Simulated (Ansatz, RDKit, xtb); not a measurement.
# C4H10OSSi: ranking a sample of isomers

Which of a sample of isomers of C4H10OSSi is the most stable in the gas at 298.15 K, and what are its properties? The sample is small against all isomers, and the most stable one of this formula need not be in it.

The funnel: GFN2-xTB relaxations, single points with a density functional, relaxations at r2SCAN-D4/def2-SVP, harmonic vibrations (at GFN2-xTB), and a last energy at a higher level. All values are calculated.

## Step 1: Candidates

Isomers were taken from a list of plausible structures; this is a sample, not all of them. That gives 14 candidates.

```tsv
label	SMILES	spin
c025	C[C@H](C=O)C[SiH2]S	singlet
c048	CO[C@@H]1CCS[SiH2]1	singlet
c070	CCC(=S)O[SiH2]C	singlet
c111	CS/C=C\CO[SiH3]	singlet
c120	CO/C(=C\[SiH3])SC	singlet
c128	C[SiH2]SCC(C)=O	singlet
c310	C=C([SiH2]OC)SC	singlet
c453	CS[C@@H]1C[SiH2]CO1	singlet
c540	CO/C([SiH3])=C\SC	singlet
c607	CSCO[C@@H]1C[SiH2]1	singlet
c803	CO[C@@H]1C[SiH2]CS1	singlet
c951	CC(=O)[C@H](C)S[SiH3]	singlet
c953	C/C([SiH3])=C/[S@](C)=O	singlet
c965	CC(=S)O[SiH](C)C	singlet
```

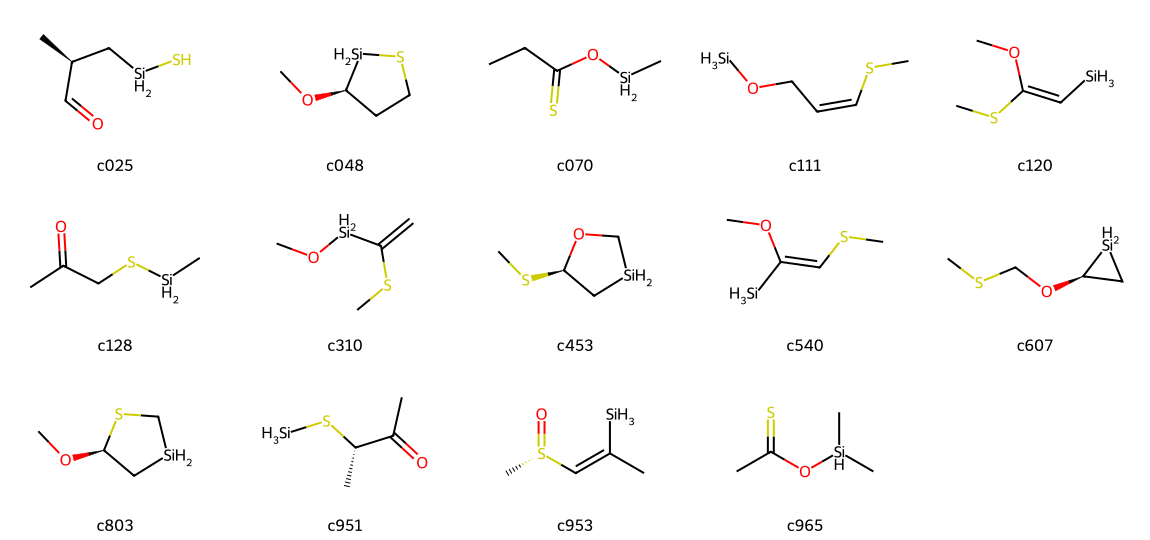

Structural formulas of the candidates.

Candidates are built by distance geometry, with a force field where one applies, in up to four conformers (letters a to d).

Q: Predict the outcome of this search (final energies at CCSD(T)/def2-SVP + MP2/def2-TZVPP - MP2/def2-SVP).

| quantity | value |
| --- | --- |
| lowest structure found | CC(=S)O[SiH](C)C, singlet |
| next finalist | CCC(=S)O[SiH2]C, singlet, 11.1 kcal/mol higher in G |
| share at equilibrium, among the finalists | 100.0 % |

`CC(=S)O[SiH](C)C` comes out lowest. The margin of 11.1 kcal/mol over the next finalist is beyond the usual error of the last level; it says nothing of structures that weren't ranked. r2SCAN-D4/def2-SVP, r2SCAN-D4/def2-SVP, relaxed, HF/def2-SVP and MP2/def2-SVP already put its bonding pattern lowest among the structures in one piece; GFN2-xTB favours the singlet CCC(=S)O[SiH2]C; HF/STO-3G favours the singlet CO[C@@H]1CCS[SiH2]1 (c048a, not a finalist). 9 minima inside the window were never screened. Lowest found is not proven lowest: the search is finite, and each finalist counts with one conformer. Only 14 drawn patterns were tried, so whole families of isomers are missing, and the result ranks this sample alone.
